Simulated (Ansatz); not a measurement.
# H4Si: the cost of one run

Computed with Ansatz 0.2.0, Gaussian basis. Level: PBE0-D4/def2-SVP.

16 further runs of the same task are left out: 16 set aside as unsound or not needed.

### 1 Where the work starts

The first end: 5 atoms, charge 0, spin multiplicity 1.

Atoms are counted from 1 here; the program's logs count them from 0.

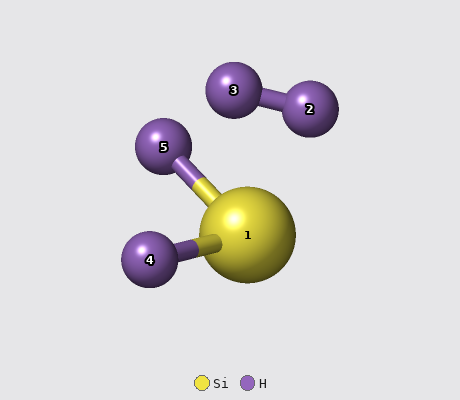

As it starts; silicon yellow, hydrogen purple; atoms are numbered from 1 in the order of the file.

Geometry (Å):

```xyz
5

Si    0.30376    0.80723   -0.08967
H    -0.10125   -0.54224   -1.08620
H    -0.28876   -0.87373   -0.34936
H    -1.00189    0.68720    0.66892
H     1.08815   -0.07845    0.85631
```

The second end:

```xyz
5
H4Si
Si    0.0000    0.0001    0.0000
H     0.2067    0.2080   -1.4553
H    -0.5227   -1.3694    0.2351
H    -0.9763    0.9962    0.5084
H     1.2923    0.1651    0.7118
```

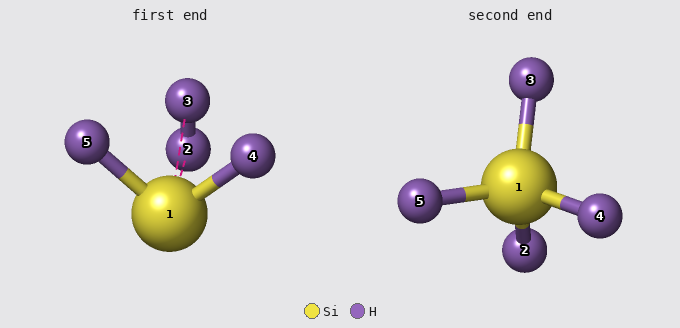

The two ends; dashed lines mark the contacts followed along the path.

### 2 The band at PBE0-D4/def2-SVP

The input, neb/in.yaml:

```yaml
crystal:
  periodic: [false, false, false]
  atoms:
    - {symbol: Si, position_ang: [0.303756, 0.807232, -0.089672]}
    - {symbol: H, position_ang: [-0.101252, -0.542241, -1.086196]}
    - {symbol: H, position_ang: [-0.288759, -0.873733, -0.349356]}
    - {symbol: H, position_ang: [-1.001895, 0.687197, 0.668917]}
    - {symbol: H, position_ang: [1.088150, -0.078455, 0.856306]}
basis:
  gaussian: {orbitals: def2-SVP}
hamiltonian: {xc: pbe0, dispersion: d4}
neb:
  images: 5
  climbing: true
  max_iterations: 40
  initial_path: idpp
  final_atoms:
    - {symbol: Si, position_ang: [0.000030, 0.000085, 0.000015]}
    - {symbol: H, position_ang: [0.206672, 0.207966, -1.455344]}
    - {symbol: H, position_ang: [-0.522734, -1.369376, 0.235117]}
    - {symbol: H, position_ang: [-0.976292, 0.996202, 0.508403]}
    - {symbol: H, position_ang: [1.292325, 0.165123, 0.711808]}
```

The run is started by

```
$ ansatz run in.yaml --threads 2 --pin off --events-out ev --progress --plain --max-ram 4352MiB
```

**Question.** How long does this run take on 2 threads of Arm Neoverse V1, shared host?

About 12 s.
